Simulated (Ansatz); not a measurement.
## Two runs on C₃H₈OSi

System: C₃H₈OSi.
Method of run 1: RKS PBE-D4/def2-TZVPP (Ansatz 0.2.0).

The geometry comes from this level: PBE0-D4/def2-TZVP. Text and figures count atoms from 1; the logs count them from 0 in places.

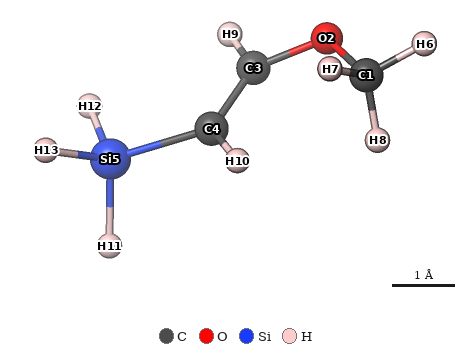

**Figure 1.** The structure (ball-and-stick view, seen at a tilt; atoms are numbered from 1 in the order of the input). Bond lengths as drawn: C–C 1.34 Å, C–H 1.09 Å, C–O 1.34 to 1.41 Å, C–Si 1.84 Å and H–Si 1.49 Å.

## Input file, run 1
```yaml
crystal:
  periodic: [false, false, false]
  atoms:
    - {symbol: C, position_ang: [-1.406140, 1.765958, 0.544215]}
    - {symbol: O, position_ang: [-0.610435, 1.010194, 1.429576]}
    - {symbol: C, position_ang: [0.129723, 0.029516, 0.895433]}
    - {symbol: C, position_ang: [0.219354, -0.338729, -0.387203]}
    - {symbol: Si, position_ang: [1.315001, -1.732299, -0.893536]}
    - {symbol: H, position_ang: [-1.926846, 2.503406, 1.151975]}
    - {symbol: H, position_ang: [-0.787672, 2.274941, -0.202122]}
    - {symbol: H, position_ang: [-2.135592, 1.130215, 0.032053]}
    - {symbol: H, position_ang: [0.691651, -0.471463, 1.678777]}
    - {symbol: H, position_ang: [-0.360169, 0.189508, -1.138417]}
    - {symbol: H, position_ang: [0.547282, -2.828682, -1.546884]}
    - {symbol: H, position_ang: [1.990370, -2.275355, 0.316622]}
    - {symbol: H, position_ang: [2.353870, -1.291911, -1.865688]}
basis:
  gaussian: {orbitals: def2-TZVPP}
hamiltonian: {xc: pbe, dispersion: d4}
output: {forces: true, orbitals: {seedname: orbitals}}
```

Command:
```bash
ansatz run in.yaml --threads 4 --pin off --events-out ev --progress --plain --max-ram 10444MiB
```

Hardware: 4 threads of Arm Neoverse V2, 23 GiB of memory available, shared host.

## Output (run 1)
```
Functional definition: PBE
  parameter kappa = 0.804
  parameter beta = 0.06672455060314922
  exchange = pbe_x(kappa = kappa, mu = beta*pi^2/3)
  correlation = pbe_c(beta = beta)
1451 factors; their error is unknown
mean field evaluation 1: about -13144.9988 eV, gradient 7.1e1 eV
mean field evaluation 2: about -13127.1520 eV, gradient 1.0e2 eV
mean field evaluation 4: about -13156.6202 eV, gradient 6.8e0 eV
mean field evaluation 8: about -13156.7285 eV, gradient 3.0e-1 eV
mean field evaluation 16: about -13156.6934 eV, gradient 6.7e-4 eV
mean field -13156.69343052 eV, -483.4995656446 hartree, gradient 1.7e-5 eV, S^2 0.000000; 0 other end points of the search recorded, 0 dependent functions left out
the calculation of the forces begins
reference -13156.69347883 eV, -483.4995674200 hartree; 24, 24 occupied and 254, 254 virtual orbitals, 1451 factors
Total energy: -13156.94480296 eV, -483.5088034111 hartree
Atom 0 at    -1.406140     1.765958     0.544215 Å, force    -0.168457     0.165901    -0.158486 eV/Å
Atom 1 at    -0.610435     1.010194     1.429576 Å, force    -0.038096     0.171706     0.618692 eV/Å
Atom 2 at     0.129723     0.029516     0.895433 Å, force     0.176448    -0.167999     0.193688 eV/Å
Atom 3 at     0.219354    -0.338729    -0.387203 Å, force     0.078458    -0.175875    -0.406178 eV/Å
Atom 4 at     1.315001    -1.732299    -0.893536 Å, force    -0.009747     0.006392    -0.026429 eV/Å
Atom 5 at    -1.926846     2.503406     1.151975 Å, force    -0.113384     0.158359     0.121430 eV/Å
Atom 6 at    -0.787672     2.274941    -0.202122 Å, force     0.117200     0.113145    -0.177182 eV/Å
Atom 7 at    -2.135592     1.130215     0.032053 Å, force    -0.161559    -0.123697    -0.128701 eV/Å
Atom 8 at     0.691651    -0.471463     1.678777 Å, force     0.118373    -0.100907     0.187234 eV/Å
Atom 9 at    -0.360169     0.189508    -1.138417 Å, force    -0.111647     0.096377    -0.170560 eV/Å
Atom 10 at     0.547282    -2.828682    -1.546884 Å, force    -0.070654    -0.121437    -0.070482 eV/Å
Atom 11 at     1.990370    -2.275355     0.316622 Å, force     0.069367    -0.056971     0.119803 eV/Å
Atom 12 at     2.353870    -1.291911    -1.865688 Å, force     0.113700     0.035007    -0.102829 eV/Å
Dipole moment:    -0.256152     0.297689    -0.018995 e Å
```

For run 2 the input was changed thus:
```diff
-hamiltonian: {xc: pbe, dispersion: d4}
+hamiltonian: {xc: {name: B3LYP}, dispersion: d4}
```

Predict how the results change.

The total energies belong to different models, so their difference says nothing on which is more stable or more accurate. The largest force goes from 0.643 to 0.403 eV/Å. The HOMO goes from −5.79 to −6.73 eV. The LUMO goes from −0.73 to 0.05 eV. The dipole moment goes from 1.89 to 1.80 D. On the same kind of shared host run 2 took about 1.9 times as long.

## Output (run 2)
```
Functional definition: B3LYP
  parameter a0 = 0.2
  parameter ax = 0.72
  parameter ac = 0.81
  exchange = (1 - a0 - ax)*slater_x + ax*b88_x + a0*exact_x
  correlation = (1 - ac)*vwn_rpa_c + ac*lyp_c
1454 factors; their error is unknown
mean field evaluation 1: about -13159.9371 eV, gradient 6.1e1 eV
mean field evaluation 2: about -13155.0820 eV, gradient 7.3e1 eV
mean field evaluation 4: about -13168.3653 eV, gradient 3.3e0 eV
mean field evaluation 8: about -13168.3922 eV, gradient 9.5e-2 eV
mean field evaluation 16: about -13168.3965 eV, gradient 1.1e-4 eV
mean field -13168.39649662 eV, -483.9296453910 hartree, gradient 3.7e-5 eV, S^2 0.000000; 0 other end points of the search recorded, 0 dependent functions left out
the calculation of the forces begins
reference -13168.39680173 eV, -483.9296566036 hartree; 24, 24 occupied and 254, 254 virtual orbitals, 1454 factors
Total energy: -13168.79847452 eV, -483.9444178066 hartree
Atom 0 at    -1.406140     1.765958     0.544215 Å, force    -0.253949     0.264836    -0.167148 eV/Å
Atom 1 at    -0.610435     1.010194     1.429576 Å, force    -0.008320     0.062366     0.255903 eV/Å
Atom 2 at     0.129723     0.029516     0.895433 Å, force     0.233364    -0.262674     0.058404 eV/Å
Atom 3 at     0.219354    -0.338729    -0.387203 Å, force    -0.034237     0.017718    -0.108183 eV/Å
Atom 4 at     1.315001    -1.732299    -0.893536 Å, force     0.095596    -0.125429    -0.065078 eV/Å
Atom 5 at    -1.926846     2.503406     1.151975 Å, force     0.023214    -0.036213    -0.043474 eV/Å
Atom 6 at    -0.787672     2.274941    -0.202122 Å, force    -0.046376    -0.022453     0.038291 eV/Å
Atom 7 at    -2.135592     1.130215     0.032053 Å, force     0.035925     0.047314     0.024064 eV/Å
Atom 8 at     0.691651    -0.471463     1.678777 Å, force    -0.045758     0.041261    -0.061947 eV/Å
Atom 9 at    -0.360169     0.189508    -1.138417 Å, force     0.055507    -0.054161     0.055035 eV/Å
Atom 10 at     0.547282    -2.828682    -1.546884 Å, force     0.047940     0.064491     0.037725 eV/Å
Atom 11 at     1.990370    -2.275355     0.316622 Å, force    -0.041555     0.031827    -0.080779 eV/Å
Atom 12 at     2.353870    -1.291911    -1.865688 Å, force    -0.061351    -0.028881     0.057184 eV/Å
Dipole moment:    -0.244972     0.280283    -0.039706 e Å
```

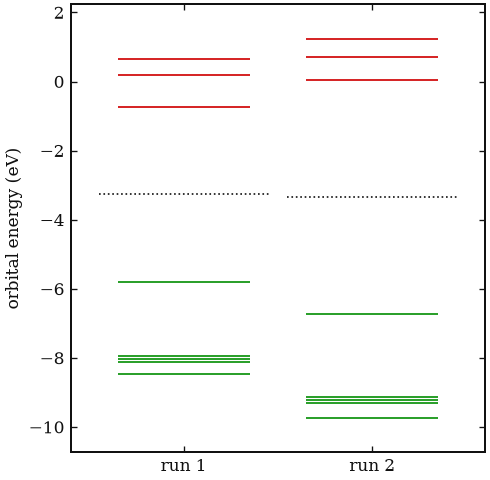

**Figure 2.** The five highest filled and three lowest empty orbital energies of the two runs; the dotted lines part filled from empty levels. The HOMO–LUMO gap is 5.06 eV in run 1 and 6.78 eV in run 2.

## The two runs side by side

| quantity | run 1 | run 2 |
| --- | --- | --- |
| outcome | converged | converged |
| total energy (hartree) | −483.508803 | −483.944418 |
| HOMO (eV) | −5.79 | −6.73 |
| LUMO (eV) | −0.73 | 0.05 |
| dipole moment (D) | 1.89 | 1.80 |
| largest force (eV/Å) | 0.643 | 0.403 |
| basis functions | 278 | 278 |
| wall time (shared host) | 2.9 s | 5.5 s |
